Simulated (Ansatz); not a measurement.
CH3FSi (SMILES C=[SiH]F)

```xyz
6

C    -0.6768    0.2684   -0.6098
Si    0.5254   -0.1867    0.4762
F     1.0321   -1.6787    0.6781
H    -1.2087   -0.4105   -1.2631
H    -0.9489    1.3165   -0.6678
H     1.2770    0.6909    1.3864
```

Geometry: PBE0-D4/def2-TZVP.

The calculation used RKS PBE0-D4/def2-TZVPP in Ansatz 0.2.0.

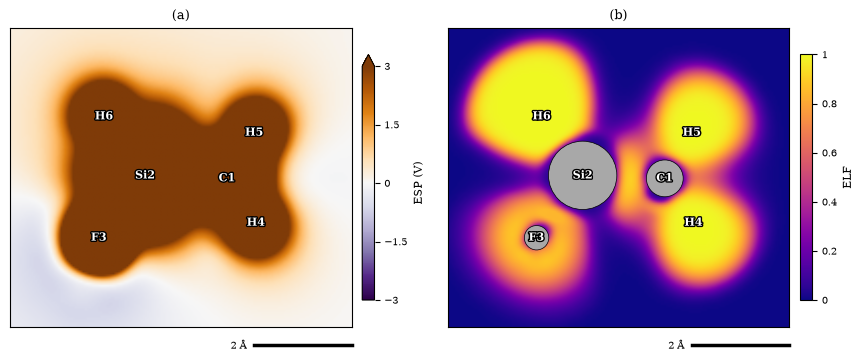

Figure 1. (a) electrostatic potential; (b) electron localisation function on the molecular plane. Grey discs cover the atomic cores in the ELF map.

Q: What do the fields say about this system?

A:
- The plane passes through C, Si, F and H nuclei.
- Si–F (1.59 Å): the ELF peaks at about 0.85 in the valence shell of F, 0.6 Å from its nucleus, and is about 0.45 at the midpoint.
- C–Si (1.68 Å): the ELF peaks at about 0.90 between the atoms; localised, covalent bonding.
- C–H (1.08 Å): the ELF climbs to about 1 towards the hydrogen, as it does in any bond to H: an ordinary covalent bond to hydrogen.
- Si–H (1.47 Å): the ELF climbs to about 1 towards the hydrogen.
- The ELF also peaks beside F3, away from the bonds: lone-pair regions.
- Outside the dense part of the molecule the potential is most negative (−0.7 V) near F3.

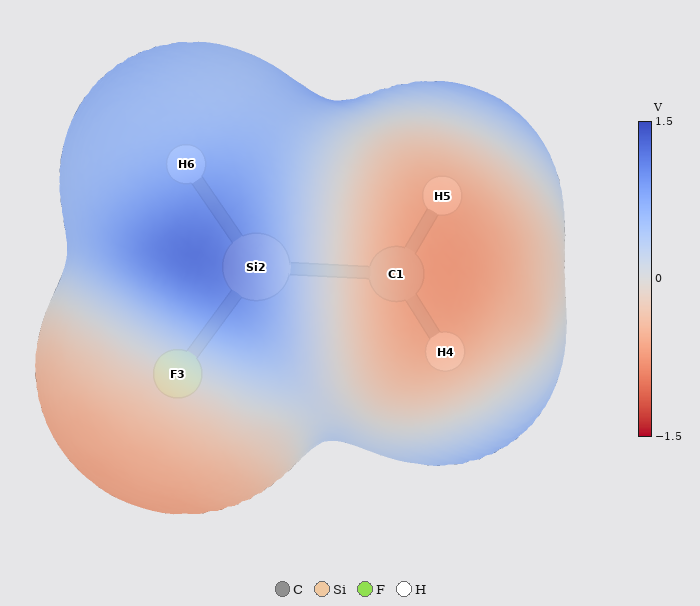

Figure 2. The electrostatic potential painted on the density surface at 0.001 e/bohr³, seen at a tilt; the colour scale runs from red (negative) to blue (positive).

Q: Where is the surface potential most negative and most positive?

A: The most negative region (about −0.7 V) lies over the π face of C1, the most positive (about +1.2 V) over Si2.

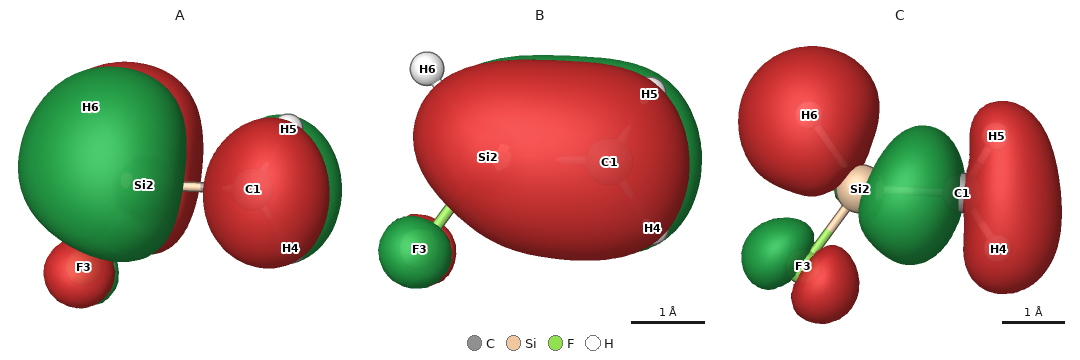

Figure 3. Three frontier orbitals at ±0.08 Å⁻³ᐟ² (green and red are the two phases), in no order.

Q: Which picture is the HOMO−1, the HOMO and the LUMO?

A: C is the HOMO−1 (−10.21 eV). It lies mainly on C1 (about 30 %), Si2 (about 30 %), H6 (about 20 %), F3 (about 10 %) and H4 (about 5 %); it is symmetric in the molecular plane (an in-plane orbital: σ, lone-pair or in-plane π type). B is the HOMO (−6.66 eV). By Hirshfeld shares it lies mainly on C1 (about 50 %) and Si2 (about 35 %); it changes sign across the molecular plane (π type); π-bonding across C1–Si2. A is the LUMO (−0.78 eV). It lies mainly on Si2 (about 60 %), C1 (about 25 %) and H6 (about 5 %); it changes sign across the molecular plane (π type); π-antibonding (a node) across C1–Si2.

Q: What is the HOMO–LUMO gap?

A: 5.88 eV between the orbital energies.

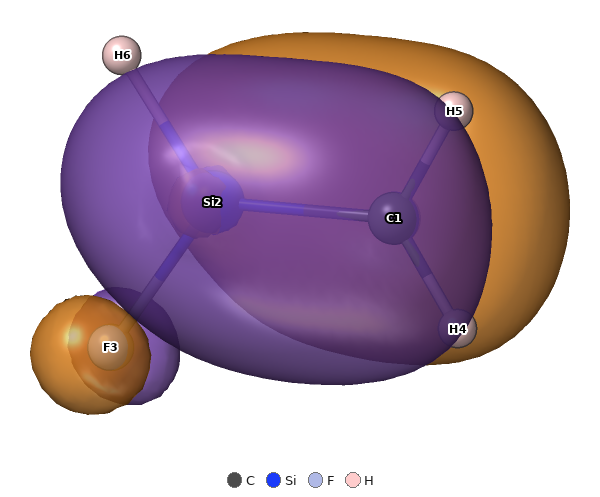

Figure 4. The HOMO at ±0.08 Å⁻³ᐟ² (orange and purple are the two phases), seen at an oblique angle.

Q: Where does this orbital lie, and at what energy?

A: By Hirshfeld shares it lies mainly on C1 (about 50 %) and Si2 (about 35 %); it changes sign across the molecular plane (π type); π-bonding across C1–Si2. Its energy is −6.66 eV.
